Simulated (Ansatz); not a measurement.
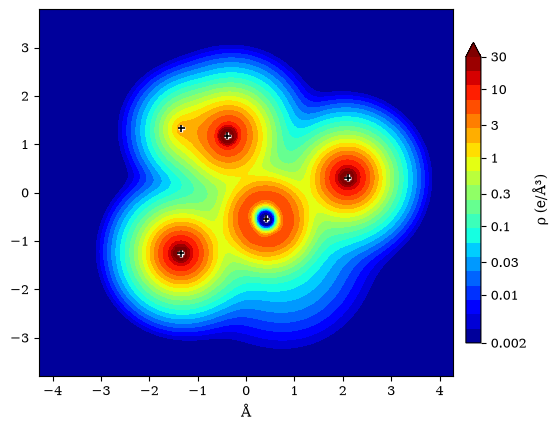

The electron density on a plane through atoms (crosses mark nuclei in the plane).

Method: Ansatz, RKS B3LYP/def2-SVP.

Candidates:
A. Cl2F2HOTa
B. Cl2H2OSn

Q: Which candidate gave the map?

A: Candidate A: Cl2F2HOTa on the plane of atoms H3, Ta1 and F4, which holds Ta, O, H and F. Ta1···H3 (2.56 Å): the density falls to about 0.9 e/Å³ on the way. Ta–F (1.89 Å): the density is about 0.98 e/Å³ at the midpoint.
